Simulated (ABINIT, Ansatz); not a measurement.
**Quasiparticle gap of K2MgH4 (I4/mmm) in ABINIT**

Aim: the G0W0 gap of K2MgH4 (I4/mmm) on LDA, step by step.

Calculated with ABINIT 10.8.3; LDA and many-body steps on it, plane waves.

## Step 1: Starting point

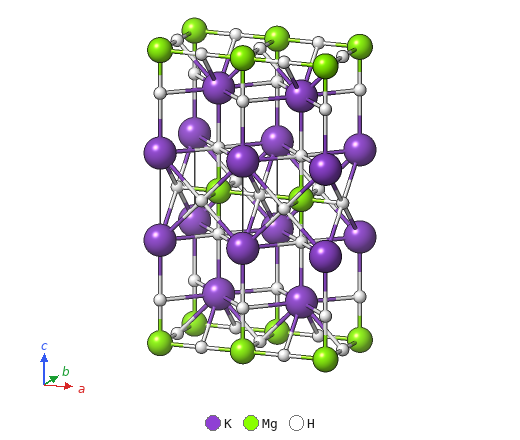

The cell as given, slightly off an axis (potassium purple, magnesium green, hydrogen white). 2×1×1 cells are drawn. This picture shows the conventional cell, with its axes. Some periodic images of atoms are drawn too.

The cell and positions come from the Crystallography Open Database and are kept as given unless a step says otherwise.

## Step 2: Ground state

This step: ABINIT 10.8.3; DFT, LDA, plane waves, norm-conserving pseudopotentials.

The ground-state density comes first.

File run.abi:

```
acell 3*1.0 Angstrom
rprim 
  -2.018050000000 2.018050000000 6.796050000000
  2.018050000000 -2.018050000000 6.796050000000
  2.018050000000 2.018050000000 -6.796050000000
ntypat 3
znucl 19 12 1
natom 7
typat 1 1 2 3 3 3 3
xred 
  0.351300000000 0.351300000000 0.000000000000
  0.648700000000 0.648700000000 0.000000000000
  0.000000000000 0.000000000000 0.000000000000
  0.147200000000 0.147200000000 0.000000000000
  0.852800000000 0.852800000000 0.000000000000
  0.500000000000 0.000000000000 0.500000000000
  0.000000000000 0.500000000000 0.500000000000
pp_dirpath "pseudos"
pseudos "K.upf, Mg.upf, H.upf"
ecut 38
ngkpt 8 8 8
nshiftk 1
shiftk 0 0 0
kptopt 1
chksymbreak 0
nband 23
occopt 1
tolvrs 1e-10
nstep 60
prtwf 0
optforces 0
optstress 0
indata_prefix "in"
outdata_prefix "out"
tmpdata_prefix "tmp"
```

On the command line:

```sh
$ OMP_NUM_THREADS=1 mpirun -n 4 abinit run.abi > log
```

Numbers of over 12 decimals in the logs are rounded to 6 here.

The program printed:

```text
.Version 10.8.3 of ABINIT. v10.8.2 released Aug 2026.

 Symmetries : space group I4/m m m (#139); Bravais tI (body-center tetrag.)
================================================================================
 Values of the parameters that define the memory need of the present run
     intxc =       0    ionmov =       0      iscf =       7    lmnmax =       6
     lnmax =       6     mgfft =      80  mpssoang =       3    mqgrid =    3001
     natom =       7  nloc_mem =       1    nspden =       1   nspinor =       1
    nsppol =       1      nsym =      16    n1xccc =    2501    ntypat =       3
    occopt =       1   xclevel =       1
-    mband =          23        mffmem =           1         mkmem =          15
       mpw =        8391          nfft =      512000          nkpt =          59
================================================================================
  Rough estimation (10% accuracy) of disk space for files :
================================================================================

--------------------------------------------------------------------------------
------------- Echo of variables that govern the present computation ------------
--------------------------------------------------------------------------------
 -outvars: echo values of preprocessed input variables --------
            acell      1.8897261259E+00  1.8897261259E+00  1.8897261259E+00 Bohr

      chksymbreak           0
             ecut      3.80000000E+01 Hartree
-          fftalg         312

              ixc       -1012
              kpt      0.00000000E+00  0.00000000E+00  0.00000000E+00
                       1.25000000E-01  0.00000000E+00  0.00000000E+00
                       2.50000000E-01  0.00000000E+00  0.00000000E+00
                       3.75000000E-01  0.00000000E+00  0.00000000E+00
                       5.00000000E-01  0.00000000E+00  0.00000000E+00
                       1.25000000E-01  1.25000000E-01  0.00000000E+00
                       2.50000000E-01  1.25000000E-01  0.00000000E+00
                       3.75000000E-01  1.25000000E-01  0.00000000E+00
                       5.00000000E-01  1.25000000E-01  0.00000000E+00
   [... 39 further rows ...]
                       5.00000000E-01  5.00000000E-01  2.50000000E-01
                      -3.75000000E-01  5.00000000E-01  2.50000000E-01
                       outvar_i_n : Printing only first  50 k-points.
         kptrlatt        8    0    0      0    8    0      0    0    8
          kptrlen      6.10169889E+01
P           mkmem          15
            natom           7
            nband          23
            ngfft          80      80      80
             nkpt          59
            nstep          60
             nsym          16
           ntypat           3
              occ      2.000000  2.000000  2.000000  2.000000  2.000000  2.000000
                       2.000000  2.000000  2.000000  2.000000  2.000000  2.000000
                       2.000000  2.000000  2.000000  2.000000  0.000000  0.000000
                       0.000000  0.000000  0.000000  0.000000  0.000000
        optforces           0
        optstress           0
            prtwf           0
            rprim     -2.0180500000E+00  2.0180500000E+00  6.7960500000E+00
[...]
spgroup         139

           tolvrs      1.00000000E-10

             xred      3.5130000000E-01  3.5130000000E-01 -4.2693126944E-18
[...]
znucl       19.00000   12.00000    1.00000

================================================================================

 chkinp: Checking input parameters for consistency.

================================================================================
== DATASET  1 ==================================================================
-   mpi_nproc: 4, omp_nthreads: 1 (-1 if OMP is not activated)

--- !DatasetInfo
iteration_state: {dtset: 1, }
dimensions: {natom: 7, nkpt: 59, mband: 23, nsppol: 1, nspinor: 1, nspden: 1, mpw: 8391, }
cutoff_energies: {ecut:  38.0, pawecutdg:  -1.0, }
electrons: {nelect:   3.20000000E+01, charge:   0.00000000E+00, occopt:   1.00000000E+00, tsmear:   1.00000000E-02, }

 Real(R)+Recip(G) space primitive vectors, cartesian coordinates (Bohr,Bohr^-1):
 R(1)= -3.8135618  3.8135618 12.8426732  G(1)=  0.0000000  0.1311110  0.0389327
 R(2)=  3.8135618 -3.8135618 12.8426732  G(2)=  0.1311110  0.0000000  0.0389327
 R(3)=  3.8135618  3.8135618-12.8426732  G(3)=  0.1311110  0.1311110  0.0000000
 Unit cell volume ucvol=  7.4709702E+02 bohr^3
 Angles (23,13,12)=  1.48220980E+02  1.48220980E+02  4.55592598E+01 degrees

 getcut: wavevector=  0.0000  0.0000  0.0000  ngfft=  80  80  80
         ecut(hartree)=     38.000   => boxcut(ratio)=   2.06971

--- Pseudopotential description ------------------------------------------------
- K Generated using ONCVPSP code by D. R. Hamann
- 19.00000   9.00000  180309                  znucl, zion, pspdat
12 -1012 2 -1 2170                            pspcod,pspxc,lmax,lloc,mmax
     nproj     2     2     2
  pspatm : epsatm=    8.21740868
         --- l  ekb(1:nproj) -->
[...]
pspatm: atomic psp has been read  and splines computed

- Mg Generated using ONCVPSP code by D. R. Hamann
- 12.00000  10.00000  180309                  znucl, zion, pspdat
12 -1012 1 -1 1510                            pspcod,pspxc,lmax,lloc,mmax
     nproj     2     2     0
  pspatm : epsatm=    9.23542517
         --- l  ekb(1:nproj) -->
[...]
pspatm: atomic psp has been read  and splines computed

- H Generated using ONCVPSP code by D. R. Hamann
-  1.00000   1.00000  180309                  znucl, zion, pspdat
12 -1012 1 -1 1180                            pspcod,pspxc,lmax,lloc,mmax
     nproj     2     1     0
  pspatm : epsatm=    0.35439867
         --- l  ekb(1:nproj) -->
[...]
1   -0.275071
 pspatm: atomic psp has been read  and splines computed

   8.66810790E+02                                ecore*ucvol(ha*bohr**3)
--------------------------------------------------------------------------------

_setup2: Arith. and geom. avg. npw (full set) are    8359.236    8359.225

================================================================================

--- !BeginCycle
iteration_state: {dtset: 1, }
solver: {iscf: 7, nstep: 60, nline: 4, wfoptalg: 0, }
tolerances: {tolvrs: 1.00E-10, }

     iter   Etot(hartree)      deltaE(h)  residm     vres2
 ETOT  1  -121.40250231831    -1.214E+02 1.283E-01 1.590E+03
 ETOT  2  -121.49171691394    -8.921E-02 1.383E-02 1.870E+02
 ETOT  3  -121.49311525302    -1.398E-03 3.672E-03 5.258E+01
 ETOT  4  -121.49355764487    -4.424E-04 2.242E-03 2.717E+00
 ETOT  5  -121.49358340685    -2.576E-05 1.239E-03 3.440E-01
 ETOT  6  -121.49358627002    -2.863E-06 2.743E-03 3.670E-03
 ETOT  7  -121.49358633658    -6.656E-08 1.024E-03 8.481E-05
 ETOT  8  -121.49358634206    -5.485E-09 9.002E-04 6.523E-06
 ETOT  9  -121.49358634220    -1.377E-10 7.492E-04 5.117E-07
 ETOT 10  -121.49358634220     4.547E-13 3.091E-04 1.358E-08
 ETOT 11  -121.49358634220     6.537E-13 3.289E-04 1.191E-09
 ETOT 12  -121.49358634221    -9.081E-12 1.082E-04 3.830E-10
 ETOT 13  -121.49358634221     3.851E-12 1.119E-04 2.571E-12

 At SCF step   13       vres2   =  2.57E-12 < tolvrs=  1.00E-10 =>converged.

--- !ResultsGS
iteration_state: {dtset: 1, }
comment   : Summary of ground state results
lattice_vectors:
- [ -3.8135618,   3.8135618,  12.8426732, ]
- [  3.8135618,  -3.8135618,  12.8426732, ]
- [  3.8135618,   3.8135618, -12.8426732, ]
lattice_lengths: [  13.92913,   13.92913,   13.92913, ]
lattice_angles: [148.221, 148.221,  45.559, ] # degrees, (23, 13, 12)
lattice_volume:   7.4709702E+02
convergence: {deltae:  3.851E-12, res2:  2.571E-12, residm:  1.119E-04, diffor:  0.000E+00, }
etotal    :  -1.21493586E+02
entropy   :   0.00000000E+00
fermie    :   5.30595656E-02
cartesian_stress_tensor: null
pressure_GPa: null
xred      :
- [  3.5130E-01,   3.5130E-01,  -4.2693E-18,  K]
- [  6.4870E-01,   6.4870E-01,  -7.8836E-18,  K]
- [  0.0000E+00,   0.0000E+00,   0.0000E+00, Mg]
- [  1.4720E-01,   1.4720E-01,  -1.7889E-18,  H]
- [  8.5280E-01,   8.5280E-01,  -1.0364E-17,  H]
- [  5.0000E-01,  -1.1280E-17,   5.0000E-01,  H]
- [ -1.1280E-17,   5.0000E-01,   5.0000E-01,  H]
cartesian_forces: null
force_length_stats: {min: null, max: null, mean: null, }

 Integrated electronic density in atomic spheres:
 ------------------------------------------------
 Atom  Sphere_radius  Integrated_density
[...]
================================================================================

 ----iterations are completed or convergence reached----

 Mean square residual over all n,k,spin=   18.113E-08; max=  11.189E-05
 reduced coordinates (array xred) for    7 atoms
[...]
0.000000000000      0.000000000000      0.000000000000
       0.147200000000      0.147200000000     -0.000000000000
       0.852800000000      0.852800000000     -0.000000000000
       0.500000000000     -0.000000000000      0.500000000000
      -0.000000000000      0.500000000000      0.500000000000
 rms dE/dt=  0.0000E+00; max dE/dt=  0.0000E+00; dE/dt below (all hartree)
    1       0.000000000000      0.000000000000      0.000000000000
    2       0.000000000000      0.000000000000      0.000000000000
    3       0.000000000000      0.000000000000      0.000000000000
    4       0.000000000000      0.000000000000      0.000000000000
    5       0.000000000000      0.000000000000      0.000000000000
    6       0.000000000000      0.000000000000      0.000000000000
    7       0.000000000000      0.000000000000      0.000000000000

 cartesian coordinates (angstrom) at end:
    1     -0.000000     0.000000     4.774905
    2     -0.000000    -0.000000     8.817195
    3      0.000000     0.000000     0.000000
    4     -0.000000     0.000000     2.000757
    5     -0.000000     0.000000    11.591343
    6      0.000000     2.018050     0.000000
    7      2.018050     0.000000     0.000000
 length scales=  1.889726125908  1.889726125908  1.889726125908 bohr
              =  1.000000000000  1.000000000000  1.000000000000 angstroms
 prteigrs : about to open file out_EIG
 Fermi (or HOMO) energy (hartree) =   0.05306   Average Vxc (hartree)=  -0.31035
 Eigenvalues (hartree) for nkpt=  59  k points:
 kpt#   1, nband= 23, wtk=  0.00195, kpt=  0.0000  0.0000  0.0000 (reduced coord)
  -2.64048   -1.44362   -1.44362   -1.44292   -1.01199   -1.01076   -0.41947   -0.41114
  -0.41114   -0.40908   -0.40891   -0.40891   -0.12464   -0.01422    0.02076    0.05306
   0.23073    0.23878    0.25285    0.25285    0.29640    0.32739    0.32763
 prteigrs : prtvol=0 or 1, do not print more k-points.

--- !EnergyTerms
iteration_state     : {dtset: 1, }
comment             : Components of total free energy in Hartree
kinetic             :  5.64657625107557E+01
hartree             :  3.90268800243314E+01
xc                  : -2.14910904850768E+01
Ewald energy        : -6.27344056428513E+01
psp_core            :  1.16023858796286E+00
local_psp           : -1.23980191958025E+02
non_local_psp       : -9.94077937930191E+00
total_energy        : -1.21493586342205E+02
total_energy_eV     : -3.30600890436719E+03
band_energy         : -2.30447524849572E+01

== END DATASET(S) ==============================================================
================================================================================

 -outvars: echo values of variables after computation  --------
           etotal     -1.2149358634E+02
            nband          23
             nkpt          59
          spgroup         139
 [... the other variables as echoed above ...]

 Calculation completed.
```

Run time: 4.7 min. Hardware: 4 MPI ranks of Arm Neoverse V1, shared host; peak memory 0.94 GiB.

This step gave:

| Quantity | Value |
| --- | --- |
| total energy | -3306.0089 eV |
| gap | 2.994 eV |
| k of the valence top | 0, 0, 0 |
| k of the conduction bottom | -0.25, 0.25, 0 |
| least direct gap | 3.375 eV |

The gap is indirect, with the least direct gap 0.38 eV higher.

(Part 1 of 3 ends here.)

[Paths, hosts, dates, memory and timing lines, banners, echoed tables and standing remarks are left out of the program output.]

[Logs are printed without paths, hosts, clocks, repeated set-up lines and the standing remarks that a program may print on its own settings, such as how far it seeks lower states.]

[Runs of the session that timed out or met a known fault of the program may be left out.]

[Hosts, paths, dates, database ids (printed as entryN), source tags and the programs' standing remarks are cut or masked in the printed files.]

[G0W0 gaps are taken among the corrected bands and points alone; a level outside them can change the order at an edge.]

[Where Ansatz stands beside ABINIT at settings called matched, ABINIT's density can come from a denser mesh and the files from another edition; pairs whose starting gaps differed by over 0.03 eV were left out, so agreement reads better than it is.]
